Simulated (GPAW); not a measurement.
# SrGaSnH (P3m1): G0W0 on several meshes in GPAW

How does the mesh move the gap of SrGaSnH (P3m1)?

Main program and level: GPAW 26.7.0; LDA and many-body steps on it, plane waves.

## 1. Starting point

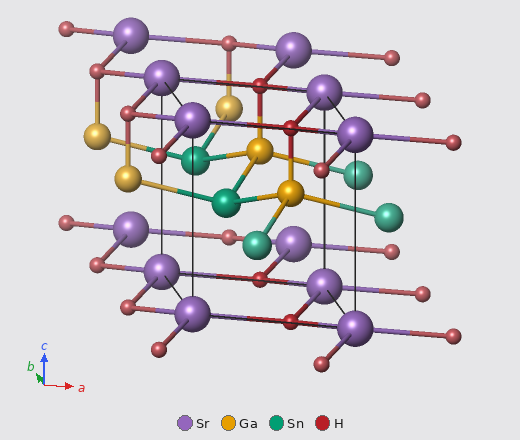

Start, viewed slightly off an axis; strontium purple, gallium orange, tin teal, hydrogen red. 1×2×1 cells are drawn. Some periodic images of atoms are drawn too.

Coordinates:

```xyz
4
Lattice="4.4829 0.0000 0.0000 -2.2414 3.8823 0.0000 0.0000 0.0000 5.1912" Properties=species:S:1:pos:R:3 pbc="T T T"
Sr    0.0000    0.0000    0.0000
Ga    2.2414    1.2941    3.1178
Sn    0.0000    2.5882    2.3469
H     2.2414    1.2941    4.8621
```

The cell and positions come from the Crystallography Open Database and are kept as given unless a step says otherwise.

## 2. Empty states on the mesh, 3×3×2 mesh, 314 bands

This step: GPAW 26.7.0; DFT, LDA, plane waves, PAW.

The sums over transitions need many empty states on a uniform mesh; this step solves for them.

Input file run.py:

```python
import json
import numpy as np
from gpaw.mpi import world
from gpaw import GPAW

calc = GPAW('gs.gpw').fixed_density(kpts={'size': (3, 3, 2), 'gamma': True},
    parallel={'domain': 1, 'band': 1},
    txt='nscf.txt')
calc.diagonalize_full_hamiltonian(nbands=314)
calc.write('full.gpw', mode='all')
res = {}
kpts = calc.get_ibz_k_points()
res['kpts'] = kpts
res['eigenvalues'] = [calc.get_eigenvalues(kpt=k) for k in range(len(kpts))]
res['n_electrons'] = calc.get_number_of_electrons()

if world.rank == 0:
    with open('result.json', 'w') as f:
        json.dump(res, f, default=lambda x: x.tolist())
```

Launch:

```bash
mpirun -n 4 gpaw python run.py
```

Numbers of over 12 decimals in the logs are rounded to 6 here.

Output:

```text
Diagonalizing LCAO Hamiltonian
Converting LCAO to pw mode
convergence criteria:
- Maximum integral of absolute [eigenst]ate change: 4e-08 eV^2 / valence electron
maximum number of iterations: 100

SCF iterations
|iter     |     time |      energy | eigst |  dens |
|iter:   1|  |             | +1.20 |       |
|iter:   2|  |             | +0.44 |       |
|iter:   3|  |             | -0.11 |       |
[...]
|iter:  13|  |             | -6.76 |       |
|iter:  14|  |             | -7.16 |       |
|iter:  15|  |             | -7.56c|       |
SCF steps: 15
  __  _  _
 | _ |_)|_||  |
 |__||  | ||/\| - 26.7.0

Input parameters:
  mode=PW(ecut=600.0),
  convergence={'density': 1e-06, 'bands': -3},
  gpts=array([27, 27, 30]),
  kpts=MonkhorstPack(size=(3, 3, 2), gamma=True),
  maxiter=100,
  nbands=22,
  occupations=Occupations(name='fermi-dirac', width=0.001, fixmagmom=False),
  parallel={'domain': 1, 'band': 1},
  xc=XC(name='LDA')
Matrix size: 3015x3015
# Writing to full.gpw (mode='all')
  [... matrices ...]

timing:  # [seconds]
  Total: 33.003  # ━━━━━━━━━━━━━━━━━━━━━━━━━━━━━━━━━━━━━━━━━━━━━━━━━━━━━━━━━━
```

Wall time 38 s (4 MPI ranks of Intel Xeon 6975P-C (Granite Rapids), shared host); peak memory 3.1 GiB; 2.5 min of CPU time.

Numbers from this step:

```yaml
gap: 0.2856 eV
k_of_the_valence_top: 0, 0, 0.5
k_of_the_conduction_bottom: 0, 0, 0.5
least_direct_gap: 0.2856 eV
k_points_computed: 6
lowest_point_of_the_top_converged_band_above_the_valence_top: 118.0331 eV
```

On this mesh the gap is 0.286 eV.

## 3. 3×3×2

Now the one-shot GW correction: screening in the RPA, then the self-energy of the levels asked for.

This step: G0W0 on LDA, plane waves, PAW.

Input file run.py:

```python
import json
import numpy as np
from gpaw.mpi import world
from gpaw.response.g0w0 import G0W0

gw = G0W0('full.gpw',
    filename='gw',
    kpts=[0, 1],
    bands=(12, 16),
    ecut=39,
    nbands=49,
    integrate_gamma='WS',
    ppa=True)
gw.calculate()
res = {mode: {k: v for k, v in r.items() if k != 'sigma_eskwn'}
       for mode, r in gw.all_results.items()}

if world.rank == 0:
    with open('result.json', 'w') as f:
        json.dump(res, f, default=lambda x: x.tolist())
```

Launch:

```bash
mpirun -n 4 gpaw python run.py
```

Output:

```text
Using integrator: PointIntegrator
FrequencyGridDescriptor(from 0.000+0.000j to 0.000+27.211j eV, 2 points)
Nonperiodic BCs:  [False False False]
Using integrator: PointIntegrator
FrequencyGridDescriptor(from 0.000+0.000j to 0.000+27.211j eV, 2 points)
Nonperiodic BCs:  [False False False]
  ___  _ _ _
 |   || | | |
 | | || | | |
 |__ ||_____|
 |___|

BZ k-points: Symmetries present (total): 6

  [... matrices ...]
18 k-points: 3 x 3 x 2 Monkhorst-Pack grid + [0.000000,0.000000,1/4]
6 k-points in the irreducible part of the Brillouin zone
       k-points in crystal coordinates                weights
   0:     0.00000000    0.00000000    0.00000000          1/18
   1:     0.00000000    0.00000000    0.50000000          1/18
   2:     0.33333333    0.00000000    0.00000000          6/18
   3:     0.33333333    0.00000000    0.50000000          6/18
   4:     0.33333333    0.33333333    0.00000000          2/18
   5:     0.33333333    0.33333333    0.50000000          2/18

Distributing spins, k-points and bands (1 x 2 x 4) over 4 processes
Number of blocks: 1

Quasi particle states:
k-points (IBZ indices): [0, 1]
Band range: (12, 16)
  [... matrices ...]
Computational parameters:
Plane wave cut-off: 39 eV
Number of bands: 49
Coulomb cutoff: None
Broadening: 0.1 eV

fxc modes: GW
Kernel: RPA
Using Godby-Needs plasmon-pole approximation:
  Fitting energy: i*E0, E0 = 1.000 Hartree
Summing all q:

Calculating screened Coulomb potential
No Coulomb truncation
FrequencyGridDescriptor(from 0.000+0.000j to 0.000+27.211j eV, 2 points)
Removing empty qpoint cache files...

Calculating chi0 body with:
    Ground state adapter containing:
    Number of spins: 1
    Number of kpoints: 18
    Number of irreducible kpoints: 6
    Number of completely occupied states: 14
    Number of partially occupied states: 14
    Occupied states memory: 4.671936 M / cpu

    Linear response parametrization:
    q_c: [0.0, 0.0, 0.0]
    Number of frequency points: 2
    Planewave cutoff: 39.0
    Number of bands: 49
    Number of planewaves: 53
    Broadening (eta): 1e-06
    comm.size: 4
    kncomm.size: 4
    blockcomm.size: 1

    Memory estimate of potentially large arrays:
        chi0_wGG: 0.085724 M / cpu
Integrating chi0 body.

Symmetries of q_c:
    Direct symmetries (Uq -> q): 6
    Indirect symmetries (TUq -> q): 6
In total 12 allowed symmetries.

  [... matrices ...]
6 groups of equivalent kpoints. 66.666667% reduction.

Integral kind: response function
Integrating chi0 head and wings.

Symmetries of q_c:
    Direct symmetries (Uq -> q): 6
    Indirect symmetries (TUq -> q): 6
In total 12 allowed symmetries.

  [... matrices ...]
6 groups of equivalent kpoints. 66.666667% reduction.

Integral kind: response function wings

Calculating chi0 body with:
    Ground state adapter containing:
    Number of spins: 1
    Number of kpoints: 18
    Number of irreducible kpoints: 6
    Number of completely occupied states: 14
    Number of partially occupied states: 14
    Occupied states memory: 4.671936 M / cpu

[... the further q-points ...]

Results:
f:      Occupation numbers
eps:     KS-eigenvalues [eV]
vxc:     KS vxc [eV]
exx:     Exact exchange [eV]
sigma:   Self-energies [eV]
dsigma:  Self-energy derivatives
Z:       Renormalization factors
qp:      QP-energies [eV]

k-point 0 (0): (0.000, 0.000, 0.000)                GW
band       f     eps     vxc     exx   sigma  dsigma       Z      qp
                                                                   GW
  12   1.000   4.779 -12.277 -12.995   1.324  -0.262   0.792   5.259
  13   1.000   4.779 -12.277 -12.995   1.324  -0.262   0.792   5.259
  14   0.000   6.016 -12.765  -8.456  -3.081  -0.265   0.791   6.987
  15   0.000   8.289 -12.157  -7.642  -3.465  -0.267   0.789   9.118

k-point 1 (1): (0.000, 0.000, 0.500)                GW
band       f     eps     vxc     exx   sigma  dsigma       Z      qp
                                                                   GW
  12   1.000   5.376 -12.985 -13.751   1.419  -0.257   0.795   5.895
  13   1.000   5.376 -12.985 -13.751   1.419  -0.257   0.795   5.895
  14   0.000   5.662 -14.704 -10.004  -3.004  -0.261   0.793   7.006
  15   0.000   6.742 -11.730  -7.365  -3.237  -0.255   0.797   7.641
```

It took 7.6 s on 4 MPI ranks; peak memory 1.2 GiB.

This step gave:

```yaml
g0w0_gap_on_the_points_computed: 1.092 eV
least_direct_g0w0_gap_on_the_computed_points: 1.111 eV
z_at_the_valence_top: 0.7953
z_at_the_conduction_bottom: 0.7906
starting_gap_on_the_mesh: 0.2856 eV
k_of_the_valence_top: 0, 0, 0.5
k_of_the_conduction_bottom: 0, 0, 0
```

The gap on the mesh goes from 0.29 eV to 1.09 eV, a correction of +0.81 eV.

## 4. Empty states on the mesh, 3×3×4 mesh, 59 bands

This step: DFT, LDA, plane waves, PAW.

Input file run.py:

```python
import json
import numpy as np
from gpaw.mpi import world
from gpaw import GPAW

calc = GPAW('gs.gpw').fixed_density(kpts={'size': (3, 3, 4), 'gamma': True},
    nbands=68,
    convergence={'bands': 59},
    txt='nscf.txt')
calc.write('full.gpw', mode='all')
res = {}
kpts = calc.get_ibz_k_points()
res['kpts'] = kpts
res['eigenvalues'] = [calc.get_eigenvalues(kpt=k) for k in range(len(kpts))]
res['n_electrons'] = calc.get_number_of_electrons()

if world.rank == 0:
    with open('result.json', 'w') as f:
        json.dump(res, f, default=lambda x: x.tolist())
```

Launch:

```bash
mpirun -n 4 gpaw python run.py
```

Output:

```text
Diagonalizing LCAO Hamiltonian
Converting LCAO to pw mode
convergence criteria:
- Maximum integral of absolute [eigenst]ate change: 4e-08 eV^2 / valence electron
maximum number of iterations: 100

SCF iterations
|iter     |     time |      energy | eigst |  dens |
|iter:   1|  |             | +3.78 |       |
|iter:   2|  |             | +2.35 |       |
|iter:   3|  |             | +1.10 |       |
[...]
|iter:  10|  |             | -6.19 |       |
|iter:  11|  |             | -6.88 |       |
|iter:  12|  |             | -7.55c|       |
SCF steps: 12
  __  _  _
 | _ |_)|_||  |
 |__||  | ||/\| - 26.7.0

Input parameters:
  mode=PW(ecut=600.0),
  convergence={'bands': 59},
  gpts=array([27, 27, 30]),
  kpts=MonkhorstPack(size=(3, 3, 4), gamma=True),
  maxiter=100,
  nbands=68,
  occupations=Occupations(name='fermi-dirac', width=0.001, fixmagmom=False),
  parallel={},
  xc=XC(name='LDA')
# Writing to full.gpw (mode='all')
  [... matrices ...]

timing:  # [seconds]
  Total: 0.099  # ━━━━━━━━━━━━━━━━━━━━━━━━━━━━━━━━━━━━━━━━━━━━━━━━━━━━━━━━━━━
```

It took 9.7 s on 4 MPI ranks; peak memory 0.79 GiB; 38 s of CPU time.

Numbers from this step:

```
gap                                                           : 0.2856 eV
k of the valence top                                          : 0, 0, 0.5
k of the conduction bottom                                    : 0, 0, 0.5
least direct gap                                              : 0.2856 eV
k points computed                                             : 10
lowest point of the top converged band, above the valence top : 28.17 eV
```

On this mesh the gap is 0.286 eV.

## 5. 3×3×4

This step: G0W0 on LDA, plane waves, PAW.

Input file run.py:

```python
import json
import numpy as np
from gpaw.mpi import world
from gpaw.response.g0w0 import G0W0

gw = G0W0('full.gpw',
    filename='gw',
    kpts=[0, 2],
    bands=(12, 16),
    ecut=39,
    nbands=49,
    integrate_gamma='WS',
    ppa=True)
gw.calculate()
res = {mode: {k: v for k, v in r.items() if k != 'sigma_eskwn'}
       for mode, r in gw.all_results.items()}

if world.rank == 0:
    with open('result.json', 'w') as f:
        json.dump(res, f, default=lambda x: x.tolist())
```

Launch:

```bash
mpirun -n 4 gpaw python run.py
```

Output:

```text
Using integrator: PointIntegrator
FrequencyGridDescriptor(from 0.000+0.000j to 0.000+27.211j eV, 2 points)
Nonperiodic BCs:  [False False False]
Using integrator: PointIntegrator
FrequencyGridDescriptor(from 0.000+0.000j to 0.000+27.211j eV, 2 points)
Nonperiodic BCs:  [False False False]
  ___  _ _ _
 |   || | | |
 | | || | | |
 |__ ||_____|
 |___|

BZ k-points: Symmetries present (total): 6

  [... matrices ...]
36 k-points: 3 x 3 x 4 Monkhorst-Pack grid + [0.000000,0.000000,1/8]
10 k-points in the irreducible part of the Brillouin zone
       k-points in crystal coordinates                weights
   0:     0.00000000    0.00000000    0.00000000          1/36
   1:     0.00000000    0.00000000    0.25000000          2/36
   2:     0.00000000    0.00000000    0.50000000          1/36
[...]
8:     0.33333333    0.33333333    0.25000000          4/36
   9:     0.33333333    0.33333333    0.50000000          2/36

Distributing spins, k-points and bands (1 x 2 x 4) over 4 processes
Number of blocks: 1

Quasi particle states:
k-points (IBZ indices): [0, 2]
Band range: (12, 16)
  [... matrices ...]
Computational parameters:
Plane wave cut-off: 39 eV
Number of bands: 49
Coulomb cutoff: None
Broadening: 0.1 eV

fxc modes: GW
Kernel: RPA
Using Godby-Needs plasmon-pole approximation:
  Fitting energy: i*E0, E0 = 1.000 Hartree
Summing all q:

Calculating screened Coulomb potential
No Coulomb truncation
FrequencyGridDescriptor(from 0.000+0.000j to 0.000+27.211j eV, 2 points)
Removing empty qpoint cache files...

Calculating chi0 body with:
    Ground state adapter containing:
    Number of spins: 1
    Number of kpoints: 36
    Number of irreducible kpoints: 10
    Number of completely occupied states: 14
    Number of partially occupied states: 14
[...]
q_c: [0.0, 0.0, 0.0]
    Number of frequency points: 2
    Planewave cutoff: 39.0
    Number of bands: 49
    Number of planewaves: 53
    Broadening (eta): 1e-06
    comm.size: 4
    kncomm.size: 4
    blockcomm.size: 1

    Memory estimate of potentially large arrays:
        chi0_wGG: 0.085724 M / cpu
Integrating chi0 body.

Symmetries of q_c:
    Direct symmetries (Uq -> q): 6
    Indirect symmetries (TUq -> q): 6
In total 12 allowed symmetries.

  [... matrices ...]
10 groups of equivalent kpoints. 72.222222% reduction.

Integral kind: response function
Integrating chi0 head and wings.

Symmetries of q_c:
    Direct symmetries (Uq -> q): 6
    Indirect symmetries (TUq -> q): 6
In total 12 allowed symmetries.

  [... matrices ...]
10 groups of equivalent kpoints. 72.222222% reduction.

Integral kind: response function wings

Calculating chi0 body with:
    Ground state adapter containing:
    Number of spins: 1
    Number of kpoints: 36
    Number of irreducible kpoints: 10
    Number of completely occupied states: 14
    Number of partially occupied states: 14
    Occupied states memory: 4.671936 M / cpu

[... the further q-points ...]

Results:
f:      Occupation numbers
eps:     KS-eigenvalues [eV]
vxc:     KS vxc [eV]
exx:     Exact exchange [eV]
sigma:   Self-energies [eV]
dsigma:  Self-energy derivatives
Z:       Renormalization factors
qp:      QP-energies [eV]

k-point 0 (0): (0.000, 0.000, 0.000)                GW
band       f     eps     vxc     exx   sigma  dsigma       Z      qp
                                                                   GW
  12   1.000   4.779 -12.277 -13.023   1.344  -0.266   0.790   5.251
  13   1.000   4.779 -12.277 -13.023   1.344  -0.266   0.790   5.251
  14   0.000   6.016 -12.765  -8.592  -2.948  -0.266   0.790   6.984
[...]
k-point 1 (2): (0.000, 0.000, 0.500)                GW
band       f     eps     vxc     exx   sigma  dsigma       Z      qp
                                                                   GW
[...]
14   0.000   5.662 -14.704 -10.208  -2.810  -0.263   0.792   6.996
  15   0.000   6.742 -11.730  -7.434  -3.148  -0.256   0.796   7.655
```

The job ended after 12 s (4 MPI ranks; peak memory 1.6 GiB; 48 s of CPU time).

Numbers from this step:

```yaml
g0w0_gap_on_the_points_computed: 1.100 eV
least_direct_g0w0_gap_on_the_computed_points: 1.112 eV
z_at_the_valence_top: 0.7938
z_at_the_conduction_bottom: 0.7899
starting_gap_on_the_mesh: 0.2856 eV
k_of_the_valence_top: 0, 0, 0.5
k_of_the_conduction_bottom: 0, 0, 0
```

Against G0W0 in GPAW (3×3×2 mesh, 49 bands, screening to 39 eV, Godby-Needs plasmon pole), the gap moves by +0.008 eV.

## 6. The runs together

Times are wall times on 4 MPI ranks of Intel Xeon 6975P-C (Granite Rapids), shared host, good to a factor of about two.

```tsv
run	mesh	bands	screening cutoff (eV)	DFT gap (eV)	gap on the mesh (eV)	direct (eV)	time
3×3×2	3×3×2	49	39	0.286	1.092	1.111	7.6 s
3×3×4	3×3×4	49	39	0.286	1.100	1.112	12 s
```

## 7. Results

| Quantity | Value |
| --- | --- |
| 3×3×2 | 1.092 eV |
| 3×3×4 | 1.100 eV |
| known limits | not at the basis limit; no spin-orbit coupling; coarse k mesh |

What this shows: 3×3×4: +0.008 eV against 3×3×2. Bands and cutoff are finite, so the gap is not at the basis limit. The miss can reach some tenths of an eV and take either sign; the mesh is an error of its own. These stock PAW sets were not made for GW; the filled d or f shell of Ga lies in the frozen core, which bears on start and correction. In the G0W0 runs levels were corrected at 2 k points alone, so a gap called «on the mesh» is the least over those, and an edge elsewhere would be missed. The 3×3×2 mesh is coarse for this cell, which bears on the long-range parts of exchange and screening. Mesh or cutoff lie under what a gap needs, so these runs test behaviour and cost; their gaps are not to be quoted. The many-body steps are scalar-relativistic: spin-orbit coupling is not in them.

[Paths, hosts, dates, memory and timing lines, banners, echoed tables and standing remarks are left out of the program output.]

[Logs are printed without paths, hosts, clocks, repeated set-up lines and the standing remarks that a program may print on its own settings, such as how far it seeks lower states.]

[Runs of the session that timed out or met a known fault of the program may be left out.]

[Hosts, paths, dates, database ids (printed as entryN), source tags and the programs' standing remarks are cut or masked in the printed files.]
